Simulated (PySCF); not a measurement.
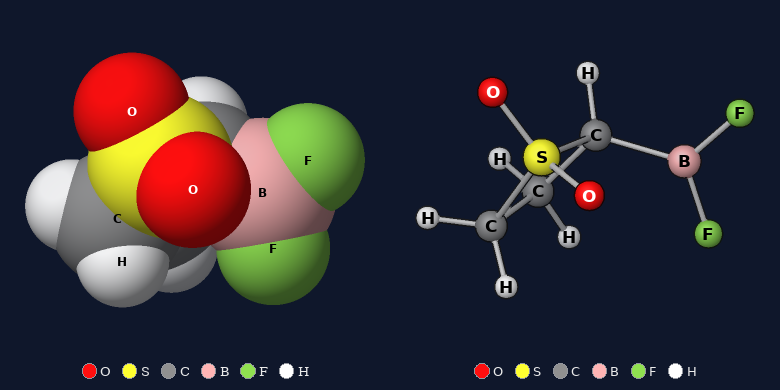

Two views of one molecule.

The geometry was computed by an optimisation with GFN2-xTB. No frequency run is at hand to confirm it as a minimum.

**Count the atoms of each element.**

C₃H₅BF₂O₂S, 14 atoms: 3 carbon, 5 hydrogen, 1 boron, 2 fluorine, 2 oxygen and 1 sulfur.

**Give a SMILES string for it.**

O=S1(=O)CC[C@@H]1B(F)F

More results for the same structure follow; atom numbers are the same in all pictures, views and colours differ.

**Geometry**

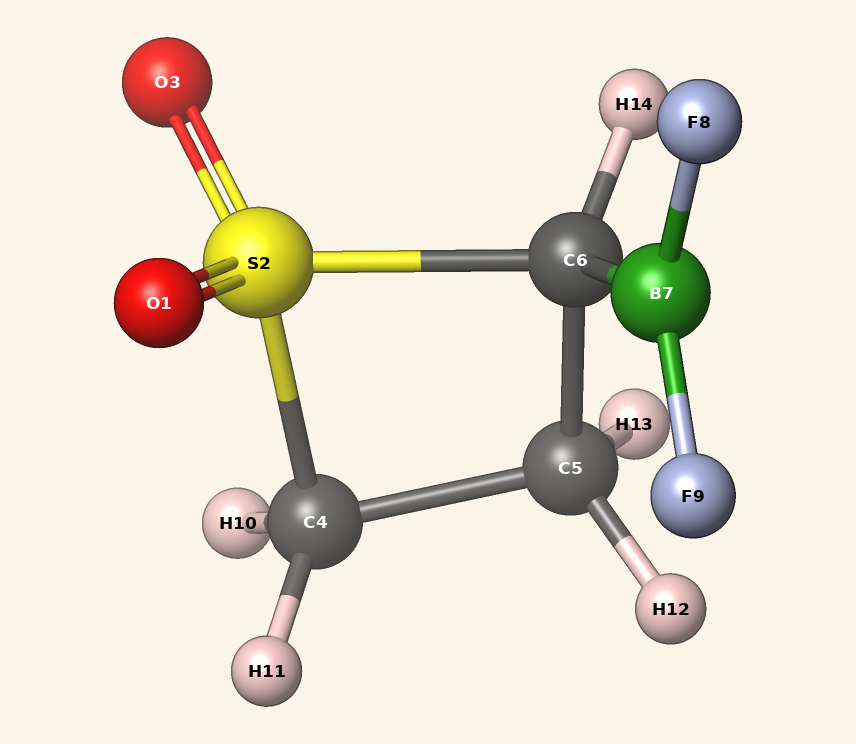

C6 lies behind B7. The molecule seen a little off the B7–C6 bond, B7 in front. Distant atoms are faded towards the background colour. No frequency run is at hand to confirm it as a minimum.

**What is the torsion angle F8–B7–C6–S2? The sign is positive where the front bond must turn clockwise to cover the back bond.**

−91°, about perpendicular.

**NMR shielding**

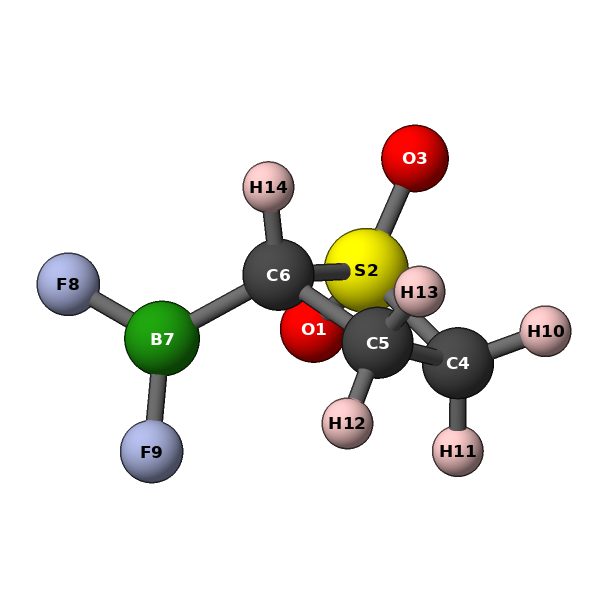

No frequency run is at hand to confirm it as a minimum. Level of theory: GIAO PBE0/pcSseg-1 NMR shielding, non-relativistic, gas phase (PySCF 2.14.0). Principal shieldings σ11 ≤ σ22 ≤ σ33, span Ω = σ33 − σ11, skew κ = 3(σiso − σ22)/Ω.

Give the shielding tensors of the C atoms.

| atom | σ11 | σ22 | σ33 | σiso | Ω | κ |
| --- | --- | --- | --- | --- | --- | --- |
| C4 | 53.3 | 104.8 | 175.8 | 111.3 | 122.5 | 0.16 |
| C5 | 171.4 | 182.0 | 186.5 | 180.0 | 15.2 | −0.40 |
| C6 | 57.8 | 100.1 | 174.2 | 110.7 | 116.4 | 0.27 |

Shieldings and span in ppm.

**Dipole moment**

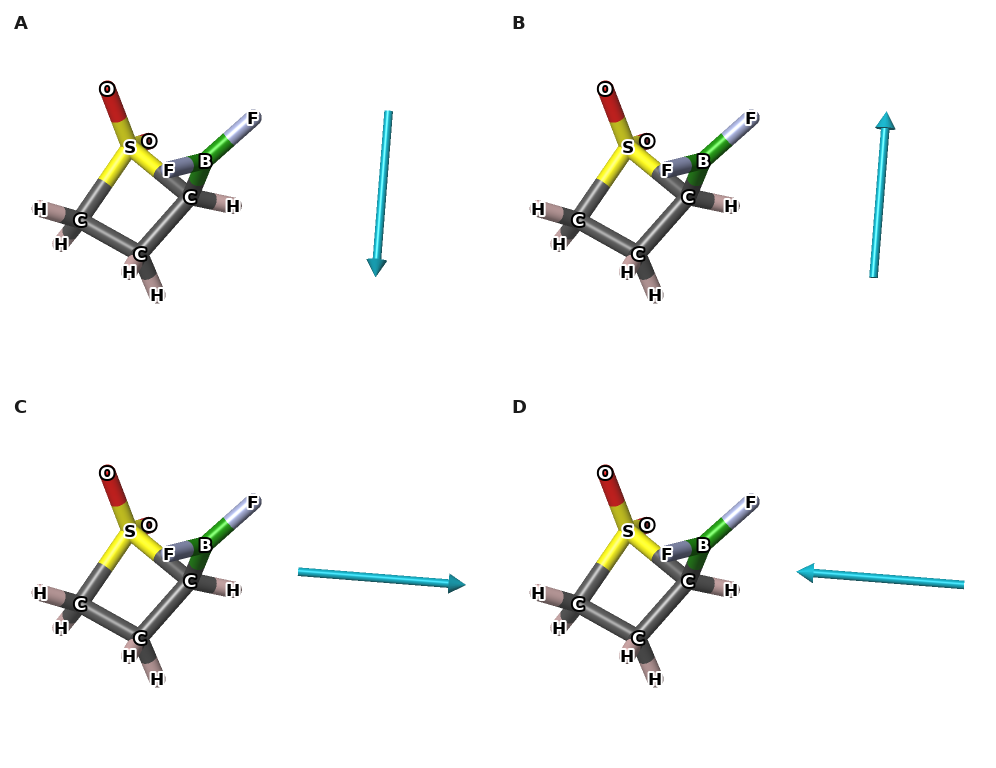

The same molecule four times, each with an arrow. No frequency run is at hand to confirm it as a minimum. Properties computed with PBE0/def2-SVPD, gas phase (PySCF 2.14.0).

**Which arrow points along the dipole moment, from the negative to the positive end?**

A. The dipole moment is 5.09 D.

**Excitation**

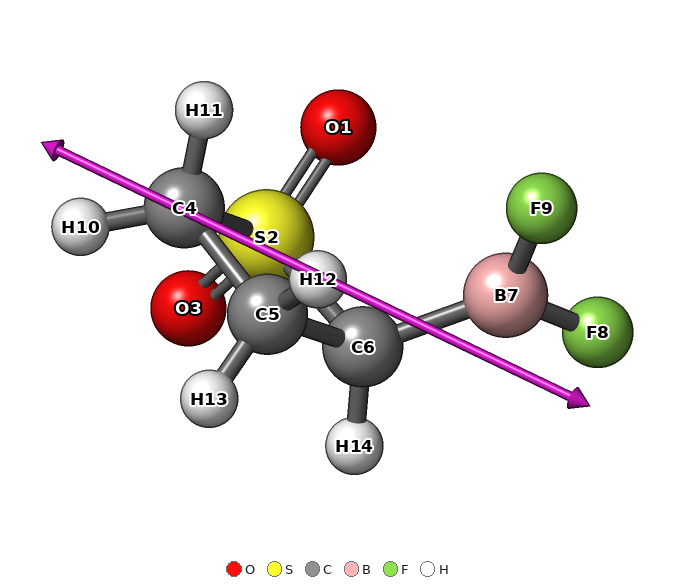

The double arrow shows the direction of the transition dipole to excited singlet state 1 (its length means nothing). No frequency run is at hand to confirm it as a minimum. Properties computed with TDDFT PBE0/def2-SVPD, vertical, gas phase, core orbitals frozen in the response (PySCF 2.14.0).

**Where does the transition lie, and how strong is it?**

6.46 eV (192 nm), oscillator strength 0.098, mainly HOMO → LUMO (weight 0.94); transition dipole 2.00 D.

**Charges**

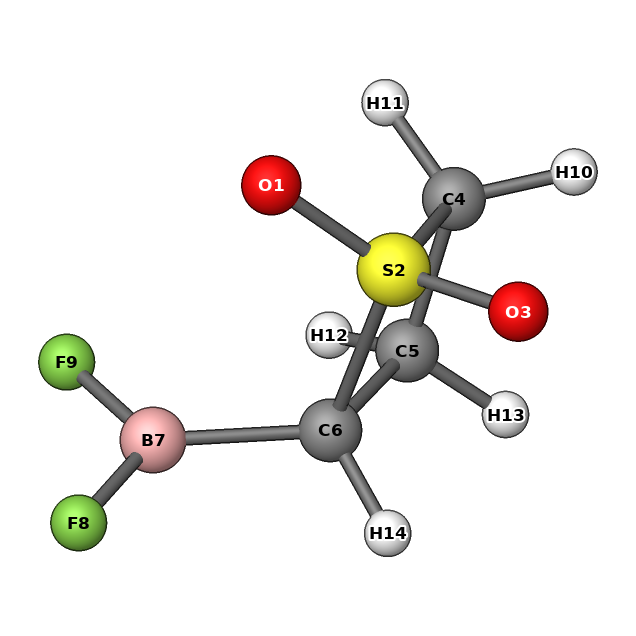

The questions are on ESP-fitted charges. No frequency run is at hand to confirm it as a minimum. Level of theory: PBE0/pcSseg-1, gas phase (PySCF 2.14.0).

**Which atom carries the highest charge (most positive or least negative)?**

S2 (1.01 e).

**And the lowest?**

O3 (−0.51 e).

List the ESP-fitted charges.

```
atom  value (e)
  O1      −0.50
  S2       1.01
  O3      −0.51
  C4      −0.33
  C5      −0.04
  C6      −0.39
  B7       0.70
  F8      −0.28
  F9      −0.27
 H10       0.15
 H11       0.15
 H12       0.07
 H13       0.09
 H14       0.15
```

The geometry is semi-empirical. Around B such bond lengths and angles can be off by a tenth of an ångström or more and by several degrees, and values that hang on the shape move with them.
